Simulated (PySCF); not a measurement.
# C5H8O2Si: excited-state calculation

The run: excited-state calculation of C5H8O2Si, SMILES Cc1ccc(O[SiH3])o1. Method and program: TDDFT PBE0/pcSseg-0, vertical, gas phase, core orbitals frozen in the response (PySCF 2.14.0).

The geometry comes from this level: GFN2-xTB. It belongs to a series of runs on one base structure; here: PBE0/pcSseg-0; 12 states.

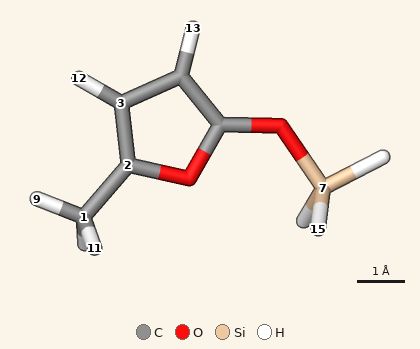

Figure 1. The structure (stick view, seen on its broad side; atoms are numbered from 1 in the order of the input).

### Results in brief

```csv
quantity,value
outcome,converged
total energy,−633.615201 hartree
HOMO,−5.90 eV
LUMO,0.50 eV
dipole moment,1.30 D
mean polarisability,73.18 a.u.
lowest excitation,5.33 eV
hardware,"1 CPU thread, shared host"
wall time,11 s
peak memory,0.57 GiB
```

### Notes

Settings chosen away from the usual ones: PBE0/pcSseg-0; 12 states.

### Input file
```
{"job": {"kind": "uv", "xc": "PBE0", "basis": "pcSseg-0", "nstates": 12, "ntriplets": 0, "tda": false}, "charge": 0, "multiplicity": 1}
C     -2.445390    -0.812107    -0.240729
C     -1.311307     0.138900    -0.105636
C     -1.258286     1.494806    -0.047419
C      0.112046     1.852498     0.083950
C      0.793637     0.676370     0.096960
O      2.091821     0.431868     0.199033
Si     2.800873    -1.048968     0.193384
O     -0.048642    -0.371491    -0.016672
H     -3.375429    -0.257368    -0.316468
H     -2.323451    -1.428788    -1.130447
H     -2.493708    -1.475065     0.622450
H     -2.088891     2.169012    -0.091841
H      0.528221     2.834787     0.157149
H      4.177696    -0.604944     0.336267
H      2.311969    -1.851543     1.314157
H      2.521243    -1.739021    -1.065549
```

The first line tells a small driver script what to run in PySCF; the rest is the geometry in Å.

Launched with:
```bash
OMP_NUM_THREADS=1 python <driver script> task.json out
```

### Log
```
coarse grid: 14192 points
cycle   1  E = -633.5489841937  dE =  1.495e+00  |g| = 6.720e-01  |ddm| = 4.308e+00
cycle   2  E = -633.4849228639  dE =  6.406e-02  |g| = 9.074e-01  |ddm| = 1.728e+00
cycle   3  E = -633.6408413774  dE = -1.559e-01  |g| = 8.221e-02  |ddm| = 9.669e-01
cycle   4  E = -633.6418815288  dE = -1.040e-03  |g| = 4.717e-02  |ddm| = 1.479e-01
cycle   5  E = -633.6423009339  dE = -4.194e-04  |g| = 1.207e-02  |ddm| = 5.405e-02
cycle   6  E = -633.6423327650  dE = -3.183e-05  |g| = 2.373e-03  |ddm| = 1.389e-02
cycle   7  E = -633.6423338417  dE = -1.077e-06  |g| = 1.145e-03  |ddm| = 4.001e-03
final grid: 133360 points
cycle   8  E = -633.6151893490  dE = -2.160e-05  |g| = 7.200e-03  |ddm| = 2.610e-02
cycle   9  E = -633.6151715990  dE =  1.775e-05  |g| = 1.163e-02  |ddm| = 1.854e-02
cycle  10  E = -633.6152001928  dE = -2.859e-05  |g| = 1.117e-03  |ddm| = 1.267e-02
cycle  11  E = -633.6152005034  dE = -3.106e-07  |g| = 2.133e-04  |ddm| = 1.607e-03
cycle  12  E = -633.6152005109  dE = -7.476e-09  |g| = 1.026e-04  |ddm| = 3.327e-04
cycle  13  E = -633.6152005130  dE = -2.141e-09  |g| = 2.895e-05  |ddm| = 1.336e-04
cycle  14  E = -633.6152005132  dE = -1.849e-10  |g| = 5.819e-06  |ddm| = 3.442e-05
```

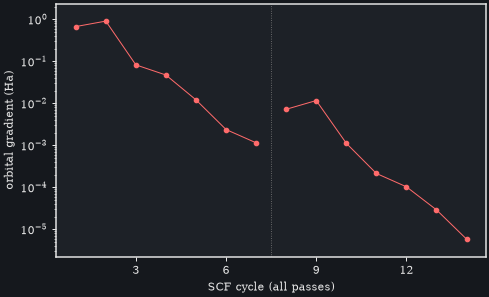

Figure 2. Convergence of the self-consistent field: orbital gradient against the SCF cycle. The dotted line marks the change from a coarse to the final integration grid. The first 7 cycles use a coarse grid, the final grid takes over at cycle 8, and the field converges after 14 cycles in all.

```
converged SCF energy = -633.6152005132

Static polarisability (au): isotropic 73.181, principal 49.865 76.616 93.061

Singlet excitations
state   eV       nm        f      main configurations
  1   5.3298    232.6   0.00036   H->L 0.99
  2   6.0054    206.5   0.30053   H->L+1 0.98
  3   7.0255    176.5   0.05851   H->L+2 0.72, H-1->L+1 0.26
  4   7.3010    169.8   0.00629   H->L+3 0.94
  5   7.4611    166.2   0.00531   H->L+4 0.89
  6   7.7494    160.0   0.00048   H-1->L 0.97
  7   7.8971    157.0   0.07776   H->L+5 0.67, H-1->L+1 0.19, H->L+2 0.11
  8   7.9365    156.2   0.00033   H->L+6 0.85, H->L+7 0.10
  9   8.0217    154.6   0.00563   H->L+7 0.83, H->L+6 0.11
 10   8.6047    144.1   0.12489   H-2->L 0.93
 11   8.7430    141.8   0.00765   H-3->L 0.88
 12   8.8371    140.3   0.47127   H-1->L+1 0.46, H->L+5 0.28, H->L+2 0.12
```

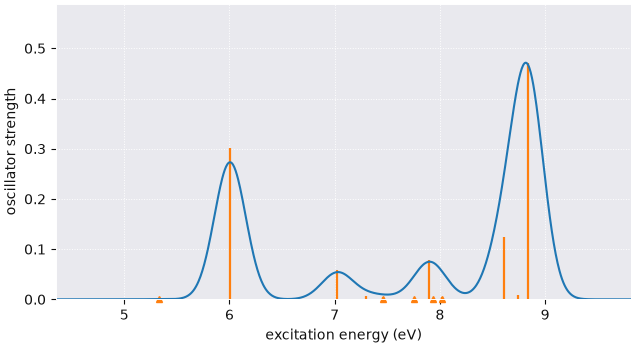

Figure 3. Computed excitations as sticks (degenerate states added up, dark ones marked on the axis), with a Gaussian envelope of 0.35 eV full width at half maximum, scaled to the tallest. Of the 12 states the lowest lies at 5.33 eV (f = 0.000); the strongest line is at 8.84 eV, or 140 nm (f = 0.471).

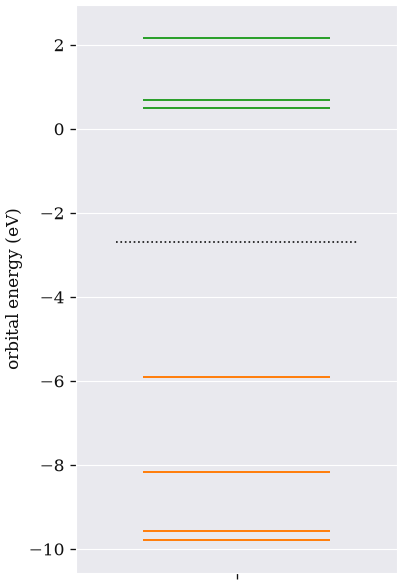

Figure 4. Orbital energies near the frontier; the dotted line parts filled from empty levels, and levels within 0.02 eV of each other stand side by side. Highest filled −5.90 eV, lowest empty 0.50 eV, 6.40 eV apart.
